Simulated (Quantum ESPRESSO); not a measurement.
# Nb (Im-3m): from the cell to the phonon bands, part 3 of 3

How does Nb (Im-3m) vibrate, and is this structure a minimum?

Quantum ESPRESSO 7.5; DFT LDA, scalar-relativistic, plane waves, PseudoDojo norm-conserving pseudopotentials.

So far. Step 7 (Phonons on a q mesh): The acoustic modes at Γ come out as far as 0.3 cm⁻¹ from zero, where they should vanish, a small numerical error. The relaxed cell has a = 3.249 Å (conventional setting).

The database entry behind the starting cell differs from later determinations by our own check (about 0.8 % long, hydrogen-cycled sample), so it need not match the best structure at ambient conditions.

**9. Interpolated phonon bands (continued)**

Matdyn.x, sum rule crystal. The phonon branches at the labelled points (cm⁻¹):

| point | branch 1 | branch 2 | branch 3 |
| --- | --- | --- | --- |
| Γ | 0 | 0 | 0 |
| H | 219 | 219 | 219 |
| N | 140 | 167 | 185 |
| Γ | 0 | 0 | 0 |
| P | 170 | 170 | 170 |
| H | 219 | 219 | 219 |
| jump to P | 170 | 170 | 170 |
| N | 140 | 167 | 185 |

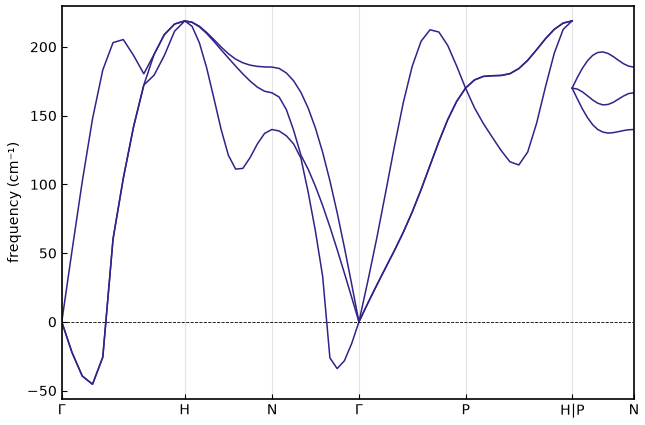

Phonon branches along the path.

Lowest modes at the softest wavevector of the mesh; phase exp(i q.(R + tau)). Modes at q = (0.250, 0.000, -0.250):

| mode | frequency (cm⁻¹) |
| --- | --- |
| 1 | 66.1 |
| 2 | 98.6 |
| 3 | 141.0 |

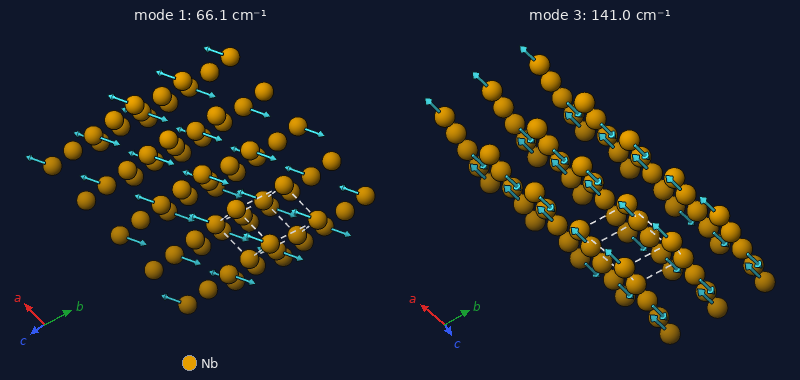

Displacement patterns of modes 1 and 3 at q = (0.250, 0.000, -0.250); arrows are exaggerated. 4×2×4 cells are drawn. The axes are those of the cell as run, not the conventional ones. Some periodic images of atoms are drawn too.

Force constants by pair (phonopy on the run's constants); pairs near half the supercell's span include their periodic images. Pair force constants, by row:

| atom | neighbour | distance (Å) | third of the trace (eV/Å²) | along the pair's line (eV/Å²) |
| --- | --- | --- | --- | --- |
| Nb1 | itself | 0 | 7.889 | – |
| Nb1 | Nb | 2.814 | -0.8492 | -2.153 |
| Nb1 | Nb | 3.249 | -0.2808 | -1.02 |
| Nb1 | Nb | 4.595 | 0.0464 | -0.2856 |
| Nb1 | Nb | 5.388 | -0.0581 | -0.3585 |
| Nb1 | Nb | 5.628 | 0.1367 | 0.9083 |
| Nb1 | Nb | 6.498 | 0.1961 | 0.8094 |
| Nb1 | Nb | 7.265 | 0.0489 | 0.0743 |

Mode patterns, pair constants, displacements and means over the zone were worked out by phonopy from the force constants of q2r.x.

The path dips to 45i cm⁻¹ between the solved wavevectors, whose modes are all real, so the dip may come from the interpolation.

**10. Density of states**

Sums over the zone need many more wavevectors than were solved, so the interpolation is sampled on a dense mesh.

Input file matdyn.in:

```
&INPUT
  asr    = 'crystal'
  flfrc  = 'x.fc'
  dos    = .true.
  fldos  = 'x.dos'
  nk1    = 20
  nk2    = 20
  nk3    = 20
  deltaE = 0.3
  la2F   = .true.
/
```

Launch:

```console
> matdyn.x -in matdyn.in > matdyn.out
```

Numbers of over 12 decimals in the logs are rounded to 6 here.

The program printed:

```text
[banner, memory and clock lines left out]
Program MATDYN v.7.5

 mass for atomic type   1 not given; uses mass from file x.fc
 Norm of the difference between old and new effective charges:    0.000000

 Norm of the difference between old and new force-constants:   1.36399e-07

     Message from routine matdyn:
     Z* not found in file x.fc, TO-LO splitting at q=0 will be absent!
 Norm of the difference between old and new effective charges:    0.000000

 Norm of the difference between old and new force-constants:   2.40755e-06

 Norm of the difference between old and new effective charges:    0.000000

 Norm of the difference between old and new force-constants:   6.18342e-06

 Norm of the difference between old and new effective charges:    0.000000

 Norm of the difference between old and new force-constants:   1.09076e-05

 Norm of the difference between old and new effective charges:    0.000000

 Norm of the difference between old and new force-constants:   1.59544e-05

 Norm of the difference between old and new effective charges:    0.000000

 Norm of the difference between old and new force-constants:   2.60349e-05

 Norm of the difference between old and new effective charges:    0.000000

 Norm of the difference between old and new force-constants:   4.69061e-05

 Norm of the difference between old and new effective charges:    0.000000

 Norm of the difference between old and new force-constants:   8.31882e-05

 Norm of the difference between old and new effective charges:    0.000000

 Norm of the difference between old and new force-constants:   0.000138681

 Norm of the difference between old and new effective charges:    0.000000

 Norm of the difference between old and new force-constants:   0.000216883

 Norm of the difference between old and new effective charges:    0.000000

 Norm of the difference between old and new force-constants:   0.000321131

Note: The following floating-point exceptions are signalling: IEEE_UNDERFLOW_FLAG
```

Wall time 49 s (1 thread of Arm Neoverse V1, shared host).

Numbers from this step:

| Property | Result |
| --- | --- |
| share of modes beyond 3i cm⁻¹ on the dense interpolated mesh | 0.0186 |

The phonon density of states has structure finer than the step of the table below, so its rows give means over 20 cm⁻¹, whole bins alone (the curve runs from -43.6 to 219 cm⁻¹). Peaks (cm⁻¹: height): 119.9: 0.0328, 196.4: 0.0589.

Tetrahedra. Table of phonon density of states by wavenumber; means over each step:

| wavenumber (cm⁻¹) | phonon density of states (1/cm⁻¹/cell) |
| --- | --- |
| -20 | 0.00150 |
| 0 | 0.00120 |
| 20 | 0.00168 |
| 40 | 0.00273 |
| 60 | 0.00444 |
| 80 | 0.00660 |
| 100 | 0.0106 |
| 120 | 0.0282 |
| 140 | 0.0200 |
| 160 | 0.0174 |
| 180 | 0.0171 |
| 200 | 0.0363 |

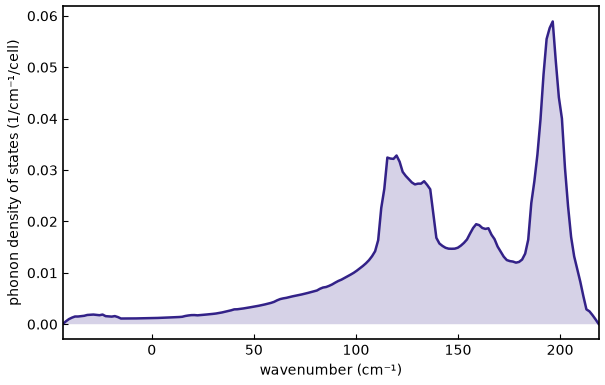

Phonon density of states, plotted against wavenumber.

**11. Results**

* space group after relaxation: Im-3m
* volume per atom: 17.1 Å³
* q mesh: 4×4×4
* lowest mode on the q mesh (acoustic ones at the zone centre apart): 66.1 cm⁻¹
* imaginary modes on the q mesh: none

Nb (Im-3m) is dynamically stable on the 4×4×4 mesh; its spectrum reaches 219 cm⁻¹. The imaginary part of the path lies between the solved wavevectors, so it may come from the interpolation. These are harmonic frequencies at zero temperature: anharmonic shifts and linewidths and thermal expansion are left out. In a metal the frequencies hang on the k mesh and the smearing, most of all near Kohn anomalies. No coupling constant is taken from ph.x, since the sums are unsound here: the spectrum is unstable, unfinished or interpolated from too coarse a mesh.

[Host names and launcher messages were left out of these logs when they were recorded.]

[Logs are printed without paths, hosts, clocks, repeated set-up lines and the standing remarks that a program may print on its own settings, such as how far it seeks lower states.]

[Hosts, paths, dates, database ids (printed as entryN), source tags and the programs' standing remarks are cut or masked in the printed files.]
